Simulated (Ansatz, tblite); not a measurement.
**Isomers of C2H9BOSi**

3 of its isomers, all singlets with charge 0: A = `CCBO[SiH3]`; B = `BOC[SiH2]C`; C = `CB(C)O[SiH3]`.

Shapes, held fixed at every level: PBE0-D4/def2-TZVP. Flexible molecules stand in one conformer, not always the lowest. Programs: Ansatz 0.2.0, tblite 0.8.0.

Electronic energies in kJ/mol, without zero-point or thermal terms.

| level | kind | B − A | C − A |
| --- | --- | --- | --- |
| GFN2-xTB | semi-empirical | +174.8 | -4.2 |
| HF/def2-SVP | Hartree–Fock | +155.5 | -50.4 |
| HF/def2-TZVPP | Hartree–Fock | +164.0 | -50.3 |
| B3LYP-D4/def2-TZVPP | global hybrid | +140.0 | -59.3 |
| wB97M-V/def2-TZVPP | range-separated hybrid | +141.8 | -59.8 |
| MP2/def2-SVP | perturbation theory | +147.9 | -53.3 |
| CCSD(T)/def2-TZVPP | coupled cluster or CI | +145.4 | -57.1 |
| CCSD(T)/CBS estimate | coupled cluster or CI | +146.6 | -57.8 |

The highest level, CCSD(T)/CBS estimate, puts C lowest of these. All levels agree on that. The B − A difference spans +140.0 to +174.8 kJ/mol over the levels. The CBS estimate extrapolates MP2 from def2-TZVPP and def2-QZVPP and adds CCSD(T) − MP2 in the triple-zeta set, cores frozen. GFN2-xTB strays far from the other rows.

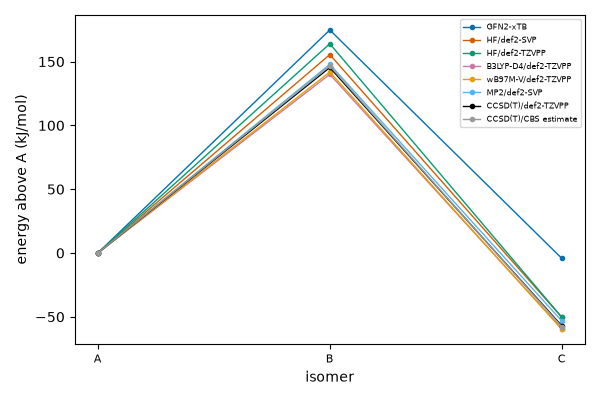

Relative energies of the isomers.
